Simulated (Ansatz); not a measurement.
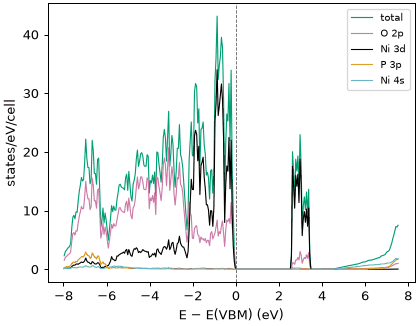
Figure: Total and projected density of states of Ni$_{3}$P$_{2}$O$_{8}$ in space group P2_1/c (No. 14; Pearson symbol mP26), the program Ansatz at the r²SCAN level (PAW)

Q: Which orbitals carry the states next to the gap?

A: Top 1 eV of the valence band: Ni 3d 73 %, O 2p 25 %. Bottom 1 eV of the conduction band: Ni 3d 82 %, O 2p 12 %. Projections are on Löwdin-orthogonalised atomic valence shells; empty p or d shells of many metals are not among them.

Q: Where is the tallest occupied peak in this window, and what makes it?

A: Near -0.9 eV, about 43 states/eV per cell; the largest projected share is Ni 3d.

The workflow started from a Materials Project entry (that database holds measured and hypothetical structures alike); the Crystallography Open Database files this formula in space group No. 14, but the cells were not matched. Whether it is the stable phase at ambient conditions was not checked. The r²SCAN relaxation kept the symmetry of its start; whether a distortion lowers the energy is not shown. Magnetic state: ferromagnetic, chosen from 2 collinear starts compared on coarse meshes (ties went to the first, and starts can fall back to one state), not a proven ground state. The program gave a warning on the electronic state, which may not be the lowest. No Hubbard U is applied.

Potentials: the later of the program's two PAW sets.
